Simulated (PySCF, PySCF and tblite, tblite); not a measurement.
# C₇H₁₂BN: conformers and averaged spectra, part 2 of 2

PySCF and tblite. Atoms count from 0.

## (6) Shieldings, conformer 3: PBE0/pcSseg-1

Job settings and geometry (Å):

```
{"job": {"xc": "PBE0", "basis": "pcSseg-1", "kind": "nmr", "pop": false}, "charge": 0, "multiplicity": 1}
N      3.577022     1.186954    -1.089027
C      3.046755     0.520623    -0.324995
C      2.365716    -0.312370     0.628346
B      0.798785    -0.204025     0.334084
C     -0.069898     0.876712     1.075914
C     -1.394333     1.204877     0.373828
C     -2.079343    -0.056893    -0.143933
C     -1.230443    -0.739058    -1.213147
C      0.107490    -1.225814    -0.640962
H      2.636960     0.046248     1.624401
H      2.751249    -1.327523     0.505564
H     -0.300307     0.465052     2.066873
H      0.476894     1.803212     1.270259
H     -2.061797     1.733671     1.058396
H     -1.194093     1.868789    -0.469935
H     -2.248387    -0.748226     0.685199
H     -3.052492     0.204749    -0.565002
H     -1.782184    -1.577854    -1.643987
H     -1.034932    -0.025707    -2.016661
H     -0.080793    -2.135001    -0.055807
H      0.759212    -1.541473    -1.459878
```

What it wrote:

```text
coarse grid: 17192 points
cycle   1  E = -352.9544809100  dE =  1.072e+00  |g| = 5.905e-01  |ddm| = 4.065e+00
cycle   2  E = -352.8184672338  dE =  1.360e-01  |g| = 9.925e-01  |ddm| = 1.366e+00
cycle   3  E = -353.0360099343  dE = -2.175e-01  |g| = 2.169e-01  |ddm| = 8.801e-01
cycle   4  E = -353.0461795199  dE = -1.017e-02  |g| = 5.171e-02  |ddm| = 1.758e-01
cycle   5  E = -353.0467505882  dE = -5.711e-04  |g| = 1.270e-02  |ddm| = 5.405e-02
cycle   6  E = -353.0467882991  dE = -3.771e-05  |g| = 2.604e-03  |ddm| = 1.361e-02
cycle   7  E = -353.0467898891  dE = -1.590e-06  |g| = 4.560e-04  |ddm| = 2.433e-03
final grid: 165120 points
cycle   8  E = -353.0977901052  dE = -5.310e-05  |g| = 9.041e-03  |ddm| = 3.402e-02
cycle   9  E = -353.0977832764  dE =  6.829e-06  |g| = 1.050e-02  |ddm| = 1.714e-02
cycle  10  E = -353.0978112225  dE = -2.795e-05  |g| = 7.920e-04  |ddm| = 9.521e-03
cycle  11  E = -353.0978113627  dE = -1.402e-07  |g| = 2.027e-04  |ddm| = 9.222e-04
cycle  12  E = -353.0978113679  dE = -5.207e-09  |g| = 1.392e-04  |ddm| = 2.152e-04
cycle  13  E = -353.0978113716  dE = -3.753e-09  |g| = 4.206e-05  |ddm| = 1.080e-04
cycle  14  E = -353.0978113720  dE = -3.922e-10  |g| = 4.985e-06  |ddm| = 3.197e-05
converged SCF energy = -353.0978113720

GIAO shielding tensors (ppm)
atom      isotropic    diamagn.    paramagn.     s11        s22        s33       span
  0 N      -30.404     340.009    -370.413   -201.300   -200.766    310.853    512.153
  1 C       67.821     260.297    -192.476    -47.091    -39.717    290.271    337.362
  2 C      173.079     253.290     -80.210    157.498    178.415    183.325     25.827
  3 B       15.420     187.076    -171.655    -64.249     -8.051    118.561    182.810
  4 C      156.940     252.646     -95.706    138.631    155.665    176.524     37.894
  5 C      158.275     246.964     -88.689    148.945    155.615    170.264     21.319
  6 C      155.889     248.466     -92.577    151.499    156.062    160.104      8.605
  7 C      158.285     246.955     -88.670    148.961    155.630    170.266     21.305
  8 C      156.924     252.656     -95.732    138.588    155.657    176.527     37.938
  9 H       29.519      28.193       1.325     26.358     27.523     34.675      8.317
 10 H       29.520      28.198       1.322     26.365     27.519     34.676      8.311
 11 H       30.807      31.284      -0.477     26.005     30.046     36.371     10.365
 12 H       29.726      32.003      -2.278     25.284     29.027     34.867      9.583
 13 H       29.623      30.049      -0.427     24.250     28.244     36.373     12.124
 14 H       30.235      31.740      -1.504     26.431     28.844     35.431      9.000
 15 H       30.461      31.472      -1.011     26.804     28.962     35.616      8.812
 16 H       29.757      29.724       0.033     24.774     27.940     36.557     11.783
 17 H       29.625      30.053      -0.428     24.253     28.245     36.376     12.124
 18 H       30.236      31.739      -1.503     26.431     28.843     35.435      9.004
 19 H       30.813      31.292      -0.479     26.009     30.055     36.376     10.367
 20 H       29.724      32.012      -2.288     25.283     29.027     34.863      9.580
```

It took 32 s on 1 thread of AMD EPYC 7B13, shared host; peak memory 0.97 GiB.

In short: HOMO -8.27 eV, LUMO -1.19 eV; dipole 4.30 D.

## (7) The ensemble: properties at PBE0/pcSseg-1

Job settings and geometry (Å):

```
{"job": {"study": "conf", "smiles": "N#CCB1CCCCC1", "search": {"seed": 3211, "n_embed": 90, "ff_keep": 18, "window": 3.0, "nmax": 10, "temps": [220, 260, 298.15, 340, 380], "t_ref": 298.15, "order": 0.001}, "level": {"nmr": {"xc": "PBE0", "basis": "pcSseg-1"}}, "kind": "conf"}, "charge": 0, "multiplicity": 1}
N     -3.608469    -2.072807     0.056219
C     -3.094529    -1.051526     0.106406
C     -2.431578     0.220609     0.149081
B     -0.846429     0.121092    -0.002641
C     -0.052912     1.307181    -0.667189
C      1.434481     1.349513    -0.293540
C      2.057534    -0.043221    -0.331389
C      1.419845    -0.957107     0.711520
C     -0.072057    -1.175775     0.428269
H     -2.645628     0.669121     1.125677
H     -2.886109     0.870247    -0.604028
H     -0.127077     1.150554    -1.750693
H     -0.500977     2.287908    -0.487523
H      1.973405     2.014109    -0.973119
H      1.539211     1.755743     0.715317
H      1.924445    -0.475867    -1.325570
H      3.130158     0.033359    -0.140452
H      1.942511    -1.915999     0.731588
H      1.533511    -0.500773     1.697811
H     -0.164707    -1.871043    -0.415918
H     -0.533550    -1.698373     1.269704
```

What it wrote:

```text
conformer  sym    E(xTB)   E(DFT)   G(298.15 K)  weight  dipole/D
    1     C1      0.000    0.000    0.000   0.9183    4.297
    2     Cs      0.189    1.658    1.988   0.0320    4.084
    3     Cs      0.312    1.264    1.729   0.0496    4.297

mean shielding (ppm) by class
class atoms           220 K      260 K   298.15 K      340 K      380 K
  0 N  0            -27.523    -27.597    -27.675    -27.764    -27.847
  1 C  1             63.886     63.969     64.056     64.154     64.245
  2 C  2            170.886    170.933    170.983    171.039    171.091
  3 B  3             12.717     12.771     12.828     12.891     12.949
  4 C  4,8          157.085    157.087    157.088     157.09    157.092
  5 C  5,7          158.477    158.478     158.48    158.482    158.485
  6 C  6            155.869    155.872    155.875    155.879    155.883
  7 H  9,10          29.608     29.605     29.602     29.599     29.596
  8 H  11,12,19      30.191     30.192     30.192     30.193     30.193
  9 H  13,14,17      29.996     29.995     29.994     29.993     29.993
 10 H  15,16         30.092     30.092     30.093     30.093     30.094
```

Wall time 1.9 min (1 thread of AMD EPYC 7B13, shared host). This counts the runs that the step sums up.

The search (ETKDG and KDG, UFF, GFN2-xTB) embedded 90 structures, kept 10 distinct ones after the force field and 6 after xTB; 3 were carried on (window 3.0 kcal/mol at the search's own energies). Energies: PBE0/pcSseg-1 with D3(BJ).

Conformer by conformer (298 K):

```csv
no.,group,mirror pair,ΔE xTB,ΔE DFT,ΔG,weight (%),μ (D),C1–C2–B3–C4 (°),"A, B, C (GHz)"
1,C1,yes,0.00,0.00,0.00,91.8,4.30,150,"3.39, 0.92, 0.77"
2,Cs,no,0.19,1.66,1.99,3.2,4.08,86,"3.08, 0.94, 0.85"
3,Cs,no,0.31,1.26,1.73,5.0,4.30,-92,"2.96, 0.95, 0.87"
```

Energies in kcal/mol. ΔG holds xTB vibrations and rotation, symmetry numbers and mirror pairs.

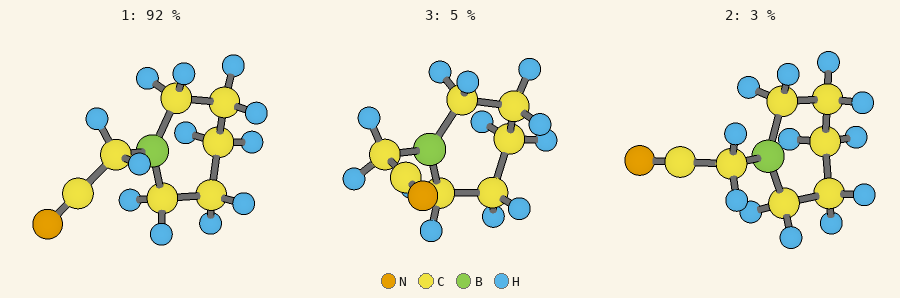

Conformers, most populated first.

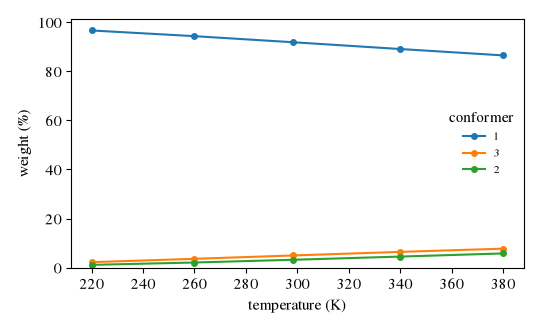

Weights against temperature.

Other ways of weighting, at the same temperature:

```csv
scheme,1,3,2,mean μ (D)
DFT free energy,92,5,3,4.29
"DFT energy, symmetry counted",92,5,3,4.29
DFT energy alone,85,10,5,4.29
"xTB energy, symmetry counted",60,18,22,4.25
xTB free energy,59,16,25,4.24
lowest conformer only,100,0,0,4.30
equal weights,33,33,33,4.23
conformers found from three starts alone,0,100,0,4.30
```

Shifts against references run at the same level (15N NH3 267.7, 13C TMS 186.9, 11B BF3·OEt2 100.1, 1H TMS 31.72 ppm of shielding), by class of atoms, at 298 K:

```csv
atoms,environment,no. 1,no. 3,no. 2,average
C1,nitrile carbon,123.2,119.1,120.2,122.9
C6,sp3 CH2 in a ring,31.1,31.0,30.8,31.1
"C4, C8",sp3 CH2 bonded to B,29.8,30.0,29.5,29.8
"C5, C7",sp3 CH2 in a ring,28.4,28.6,28.1,28.4
C2,"sp3 CH2 bonded to B, α to a nitrile",16.1,13.8,14.4,15.9
"H9, H10","hydrogen on an sp3 CH2 bonded to B, α to a nitrile",2.11,2.20,2.27,2.11
"H13, H14, H17, H18",hydrogen on an sp3 CH2 in a ring,1.72,1.79,1.72,1.72
"H15, H16",hydrogen on an sp3 CH2 in a ring,1.63,1.61,1.61,1.62
"H11, H12, H19, H20",hydrogen on an sp3 CH2 bonded to B,1.53,1.45,1.59,1.52
N0,nitrile nitrogen,295.1,298.1,298.6,295.4
B3,"boron bonded to 3 C, in a 6-membered ring",87.4,84.6,85.7,87.2
```

Effective distances for nuclear Overhauser effects, ⟨r⁻⁶⟩^(−1/6) as a mean over all pairs of two classes, so longer than the nearest pair where a class holds remote atoms (Å): H13···H15 2.56; H11···H13 2.83; H11···H15 3.21; H9···H11 3.25.

## (8) Results

This closing draws on all 2 parts.

| quantity | value |
| --- | --- |
| conformers | 3; the first in weight is no. 1 (C1), 92 % at 298 K |
| root-mean-square dipole | 4.29 D |
| averaged 13C shifts (PBE0/pcSseg-1) | 122.9, 31.1, 29.8, 28.4, 15.9 ppm |
| averaged 1H shifts (PBE0/pcSseg-1) | 2.11, 1.72, 1.62, 1.52 ppm |

At 298 K conformer 1 holds 92 % of the ensemble (97 % at 220 K, 86 % at 380 K).
